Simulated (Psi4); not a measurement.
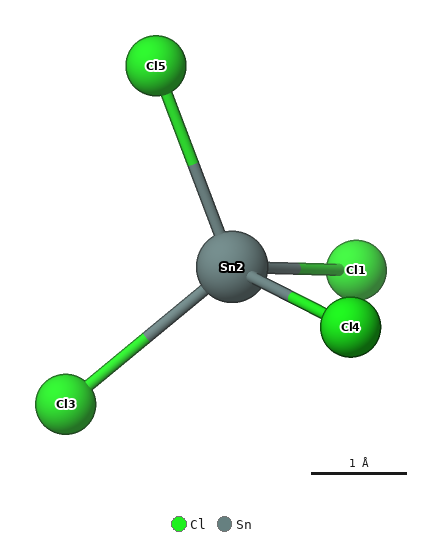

*The structure (ball-and-stick view, seen at a tilt; atoms are numbered from 1 in the order of the input). Sticks mark near contacts.*

Run report: SnCl₄, energy and gradient calculation (part 1 of 2)

- system: SnCl₄, multiplicity 3, SMILES [Cl][Sn]([Cl])([Cl])[Cl]
- method: TPSS/def2-SVP, UKS, core potentials def2 (Psi4 1.11)

The geometry is that of the parent species in another charge or spin state. The geometry comes from this level: PBE0-D4/def2-TZVP.

Input (job.py):
```python
import psi4

psi4.set_memory(2200000000)
psi4.set_num_threads(1)
psi4.set_output_file('cl4sn.out', False)

with open('cl4sn.xyz') as f:
    atoms = ''.join(f.readlines()[2:])
molecule = psi4.geometry('0 3\n' + atoms + 'symmetry c1\nno_reorient\nno_com')

options = {'reference': 'uks', 'puream': True, 'e_convergence': 1e-09, 'd_convergence': 1e-08, 'scf_type': 'pk', 'dft_radial_points': 99, 'dft_spherical_points': 590, 'maxiter': 100}
psi4.set_options(options)

e_tot, wfn = psi4.gradient('tpss/def2-SVP', return_wfn=True)
psi4.oeprop(wfn, 'LOWDIN_CHARGES', 'QUADRUPOLE', 'WIBERG_LOWDIN_INDICES', title='TPSS')
print('gradient / Eh bohr^-1')
print(e_tot.np.round(6))
print(f'energy = {wfn.energy():.10f} Eh')
```

File cl4sn.xyz:
```
5
Cl4Sn
Cl    -1.096620    -0.161700     2.000940
Sn    -0.000010     0.000000    -0.000030
Cl     1.898840    -1.273760     0.066050
Cl    -1.361990    -0.748170    -1.678550
Cl     0.559780     2.183620    -0.388420
```

Command:
```bash
python job.py
```

Output:
```
Psi4 1.11 release

gradient() will perform analytic gradient computation.

   => Loading Basis Set <=

    Name: DEF2-SVP
    Role: ORBITAL
    Keyword: BASIS

    !!!  WARNING: ECP capability is in beta. Please check occupations closely.  !!!

         ---------------------------------------------------------
                                   SCF
                              UKS Reference
                        1 Threads,   2098 MiB Core
         ---------------------------------------------------------

  ==> Geometry <==

    Molecular point group: c1
    Full point group: C1

    Geometry (in Angstrom), charge = 0, multiplicity = 3:

       Center              X                  Y                   Z               Mass
    ------------   -----------------  -----------------  -----------------  -----------------
         CL          -1.096620000000    -0.161700000000     2.000940000000    34.968852682000
         SN          -0.000010000000     0.000000000000    -0.000030000000   119.902201630000
         CL           1.898840000000    -1.273760000000     0.066050000000    34.968852682000
         CL          -1.361990000000    -0.748170000000    -1.678550000000    34.968852682000
         CL           0.559780000000     2.183620000000    -0.388420000000    34.968852682000

  Running in c1 symmetry.

  Rotational constants: A =      0.03455  B =      0.03455  C =      0.03455 [cm^-1]
  Rotational constants: A =   1035.78294  B =   1035.77697  C =   1035.76596 [MHz]
  Nuclear repulsion =  591.733398551291771

  Charge       = 0
  Multiplicity = 3
  Electrons    = 90
  Nalpha       = 46
  Nbeta        = 44

  ==> Algorithm <==

  SCF Algorithm Type is PK.
  DIIS enabled.
  MOM disabled.
  Fractional occupation disabled.
  Guess Type is SAD.
  Energy threshold   = 1.00e-09
  Density threshold  = 1.00e-08
  Integral threshold = 1.00e-12

  ==> Primary Basis <==

  Basis Set: DEF2-SVP
    Blend: DEF2-SVP
    Number of shells: 42
    Number of basis functions: 98
    Number of Cartesian functions: 104
    Spherical Harmonics?: true
    Max angular momentum: 2

  Core potential: DEF2-SVP
    Number of shells: 4
    Number of ECP primitives: 18
    Number of ECP core electrons: 28
    Max angular momentum: 3

  ==> DFT Potential <==

   => LibXC <=

    Version 7.1.2

   => Composite Functional: TPSS <=

    TPSS Meta-GGA XC Functional

    Deriv               =              1
    GGA                 =           TRUE
    Meta                =           TRUE

    Exchange Hybrid     =          FALSE
    MP2 Hybrid          =          FALSE

   => Exchange Functionals <=

    1.0000   XC_MGGA_X_TPSS

   => Correlation Functionals <=

    1.0000   XC_MGGA_C_TPSS

   => LibXC Density Thresholds  <==

    XC_MGGA_C_TPSS:  1.00E-15
    XC_MGGA_X_TPSS:  1.00E-15

   => Molecular Quadrature <=

    Radial Scheme          =       TREUTLER
    Pruning Scheme         =           NONE
    Nuclear Scheme         =       TREUTLER

    Blocking Scheme        =         OCTREE
    BS radius alpha        =              1
    Pruning alpha          =              1
    Radial Points          =             99
    Spherical Points       =            590
    Total Points           =         271179
    Total Blocks           =           2139
    Max Points             =            256
    Max Functions          =             86
    Weights Tolerance      =       1.00E-15

  ==> Integral Setup <==

  Using in-core PK algorithm.
   Calculation information:
      Number of atoms:                   5
      Number of AO shells:              42
      Number of primitives:             95
      Number of atomic orbitals:       104
      Number of basis functions:        98

      Integral cutoff                 1.00e-12
      Number of threads:                 1

  Performing in-core PK
  Using 23537052 doubles for integral storage.
  We computed 288554 shell quartets total.
  Whereas there are 408156 unique shell quartets.

  ==> DiskJK: Disk-Based J/K Matrices <==

    J tasked:                  Yes
    K tasked:                   No
    wK tasked:                  No
    Memory [MiB]:              703
    Schwarz Cutoff:          1E-12

  Cached 50.0% of DFT collocation blocks in 0.583 [GiB].

  Minimum eigenvalue in the overlap matrix is 2.4392499122E-02.
  Reciprocal condition number of the overlap matrix is 7.0904979421E-03.
    Using symmetric orthogonalization.

  ==> Pre-Iterations <==

  SCF Guess: Superposition of Atomic Densities via on-the-fly atomic UHF (no occupation information).

   -------------------------
    Irrep   Nso     Nmo
   -------------------------
     A         98      98
   -------------------------
    Total      98      98
   -------------------------

  ==> Iterations <==

                        Total Energy        Delta E     RMS |[F,P]|

   @UKS iter SAD: -2053.68798260806716   -2.05369e+03   0.00000e+00
   @UKS iter   1: -2054.38842952324285   -7.00447e-01   5.02459e-03 DIIS/ADIIS
   @UKS iter   2: -2054.12229144127559    2.66138e-01   7.48847e-03 DIIS/ADIIS
   @UKS iter   3: -2054.42065653047848   -2.98365e-01   3.64207e-03 DIIS/ADIIS
   @UKS iter   4: -2054.48371664636397   -6.30601e-02   2.19515e-03 DIIS/ADIIS
   @UKS iter   5: -2054.46602302510337    1.76936e-02   2.44532e-03 DIIS/ADIIS
   @UKS iter   6: -2054.48676029194712   -2.07373e-02   1.97742e-03 DIIS/ADIIS
   @UKS iter   7: -2054.48893633687021   -2.17604e-03   1.85768e-03 DIIS/ADIIS
   @UKS iter   8: -2054.50404712926274   -1.51108e-02   1.41999e-03 DIIS/ADIIS
   @UKS iter   9: -2054.50962230511868   -5.57518e-03   1.27427e-03 DIIS/ADIIS
   @UKS iter  10: -2054.51021093050667   -5.88625e-04   1.24710e-03 DIIS/ADIIS
   @UKS iter  11: -2054.52062550792698   -1.04146e-02   7.58526e-04 DIIS/ADIIS
   @UKS iter  12: -2054.51105076955309    9.57474e-03   1.17789e-03 DIIS/ADIIS
   @UKS iter  13: -2054.52229968524762   -1.12489e-02   6.49784e-04 DIIS/ADIIS
   @UKS iter  14: -2054.52231127811274   -1.15929e-05   6.50721e-04 DIIS/ADIIS
   @UKS iter  15: -2054.52633031406867   -4.01904e-03   2.29486e-04 DIIS/ADIIS
   @UKS iter  16: -2054.52650822235773   -1.77908e-04   1.93414e-04 DIIS/ADIIS
   @UKS iter  17: -2054.52610774762888    4.00475e-04   2.74770e-04 DIIS/ADIIS
   @UKS iter  18: -2054.52642109192038   -3.13344e-04   2.13236e-04 DIIS/ADIIS
   @UKS iter  19: -2054.52671254359848   -2.91452e-04   1.32300e-04 DIIS/ADIIS
   @UKS iter  20: -2054.52687771078854   -1.65167e-04   4.11372e-05 DIIS
   @UKS iter  21: -2054.52688350996686   -5.79918e-06   3.38343e-05 DIIS
   @UKS iter  22: -2054.52688681268000   -3.30271e-06   2.87836e-05 DIIS
   @UKS iter  23: -2054.52688840894189   -1.59626e-06   2.58025e-05 DIIS
   @UKS iter  24: -2054.52689287657358   -4.46763e-06   1.54146e-05 DIIS
   @UKS iter  25: -2054.52689536761136   -2.49104e-06   1.31671e-06 DIIS
   @UKS iter  26: -2054.52689534902902    1.85823e-08   1.87125e-06 DIIS
   @UKS iter  27: -2054.52689537398510   -2.49561e-08   1.04747e-06 DIIS
   @UKS iter  28: -2054.52689538512323   -1.11381e-08   1.84391e-07 DIIS
   @UKS iter  29: -2054.52689538522873   -1.05501e-10   1.53593e-07 DIIS
   @UKS iter  30: -2054.52689538547156   -2.42835e-10   2.53630e-08 DIIS
   @UKS iter  31: -2054.52689538547702   -5.45697e-12   1.11988e-08 DIIS
   @UKS iter  32: -2054.52689538547838   -1.36424e-12   4.84454e-09 DIIS
  Energy and wave function converged.

  ==> Post-Iterations <==

   Electrons on quadrature grid:
      Nalpha   =   46.0000004876 ; deviation = 4.876e-07
      Nbeta    =   44.0000005219 ; deviation = 5.219e-07
      Ntotal   =   90.0000010096 ; deviation = 1.010e-06

   @Spin Contamination Metric:   1.355912816E-03
   @S^2 Expected:                2.000000000E+00
   @S^2 Observed:                2.001355913E+00
   @S   Expected:                1.000000000E+00
   @S   Observed:                1.000000000E+00

    Orbital Energies [Eh]
    ---------------------

    Alpha Occupied:

       1A   -100.992447     2A   -100.992378     3A   -100.992376
       4A   -100.992374     5A     -9.267263     6A     -9.267220
       7A     -9.267218     8A     -9.267217     9A     -7.049888
      10A     -7.049875    11A     -7.049871    12A     -7.049869
      13A     -7.049389    14A     -7.049386    15A     -7.049374
      16A     -7.049368    17A     -7.043373    18A     -7.043359
      19A     -7.043359    20A     -7.043350    21A     -4.974168
      22A     -3.347055    23A     -3.347055    24A     -3.346914
      25A     -1.000760    26A     -1.000758    27A     -1.000756
      28A     -0.993505    29A     -0.993122    30A     -0.804843
      31A     -0.774825    32A     -0.774825    33A     -0.774758
      34A     -0.492594    35A     -0.384540    36A     -0.384538
      37A     -0.382375    38A     -0.336398    39A     -0.329181
      40A     -0.329177    41A     -0.322255    42A     -0.322134
      43A     -0.319193    44A     -0.309360    45A     -0.309358
      46A     -0.139716

    Alpha Virtual:

      47A     -0.016661    48A     -0.016652    49A     -0.013868
      50A      0.104655    51A      0.173367    52A      0.173367
      53A      0.175096    54A      0.243465    55A      0.249200
      56A      0.374432    57A      0.375039    58A      0.375044
      59A      0.542881    60A      0.542886    61A      0.542949
      62A      0.618224    63A      0.667608    64A      0.676089
      65A      0.676092    66A      0.692778    67A      0.692780
      68A      0.694223    69A      0.694364    70A      0.696038
      71A      0.696246    72A      0.696248    73A      0.697465
      74A      0.720474    75A      0.720476    76A      0.727554
      77A      0.732462    78A      0.748542    79A      0.759179
      80A      0.848552    81A      0.855597    82A      0.855600
      83A      0.858387    84A      0.858778    85A      0.858785
      86A      0.991722    87A      0.998066    88A      0.998069
      89A      1.001363    90A      1.003288    91A      1.225224
      92A      1.236003    93A      1.236533    94A      1.236545
      95A     14.996266    96A     14.996364    97A     14.996569
      98A     51.717786

    Beta Occupied:

       1A   -100.989678     2A   -100.989609     3A   -100.989607
       4A   -100.989605     5A     -9.264871     6A     -9.264828
       7A     -9.264826     8A     -9.264825     9A     -7.045930
      10A     -7.045916    11A     -7.045913    12A     -7.045911
      13A     -7.044459    14A     -7.044457    15A     -7.044443
      16A     -7.044438    17A     -7.041789    18A     -7.041775
      19A     -7.041774    20A     -7.041766    21A     -4.972051
      22A     -3.344646    23A     -3.344646    24A     -3.344491
      25A     -0.995732    26A     -0.995717    27A     -0.995715
      28A     -0.988398    29A     -0.987981    30A     -0.789183
      31A     -0.758561    32A     -0.758559    33A     -0.758509
      34A     -0.478683    35A     -0.370643    36A     -0.370641
      37A     -0.370497    38A     -0.315948    39A     -0.313767
      40A     -0.311256    41A     -0.309947    42A     -0.309946
      43A     -0.300265    44A     -0.300265

    Beta Virtual:
```
